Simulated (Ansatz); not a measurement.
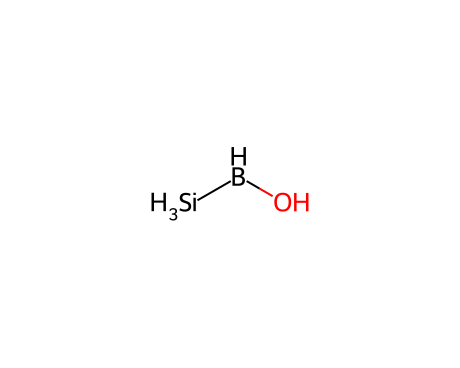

The picture comes from a calculation with Ansatz.

**Transcribe the drawing into SMILES.**

OB[SiH3]

**What is the molecular formula?**

BH5OSi.
